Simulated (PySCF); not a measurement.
C₆H₅F₄O₃S (charge −1)

The calculation's input:

```
{"job": {"kind": "nmr", "xc": "PBE0", "basis": "pcSseg-1"}, "charge": -1, "multiplicity": 1}
C     -1.691846    -1.233778    -1.499419
C     -0.968476    -0.221048    -0.682778
C      0.205902     0.317348    -1.024462
C      0.955991     1.298056    -0.185418
F      1.628885     2.195062    -1.021534
C      1.958587     0.707625     0.742939
F      2.478760     1.577803     1.620763
C      2.376407    -0.553218     0.833337
F      2.000509    -1.543613     0.062739
F      3.234359    -0.962927     1.743434
S     -1.760366     0.197490     0.908342
O     -3.029437    -0.554104     0.888437
O     -1.919277     1.669393     0.868423
O     -0.774674    -0.269590     1.906370
H     -2.714966    -0.886578    -1.709706
H     -1.164192    -1.449658    -2.442050
H     -1.810119    -2.162612    -0.919537
H      0.701688     0.025270    -1.958558
H      0.241111     1.874685     0.429067
```

Launched as:

```sh
OMP_NUM_THREADS=2 python probes_run.py task.json out
```

Geometry: PBE0-D3(BJ)/def2-SVP.

All numbers below come from PBE0/pcSseg-1, SCF density, gas phase, non-relativistic in PySCF.

### What can the converged electron density and electron localisation function tell about the bonding?

C–F (1.31 Å): ρ at the midpoint is about 2.5 e/Å³; the ELF peaks at about 0.85 between the atoms (a shared but strongly polarised pair).
C–C (1.33 Å): ρ at the midpoint is about 2.3 e/Å³; the ELF peaks at about 0.90 between the atoms: a short, multiple covalent bond.

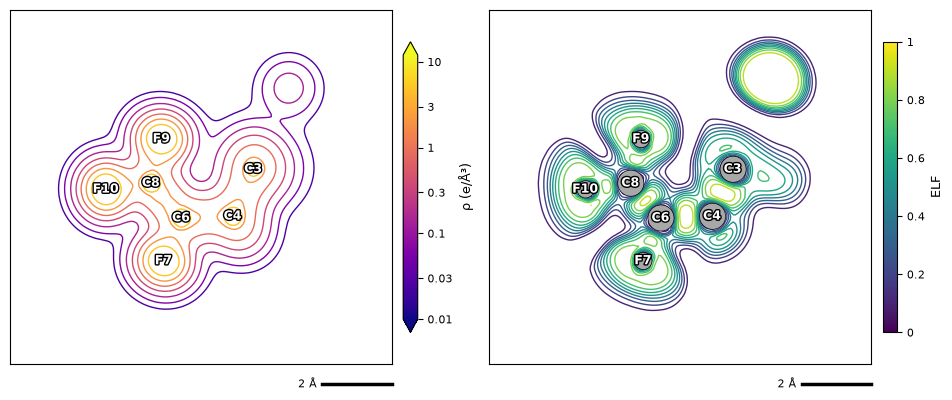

Computed electron density and electron localisation function on the plane of atoms C4, C6 and C8, in this order. Grey discs cover the atomic cores in the ELF map. 
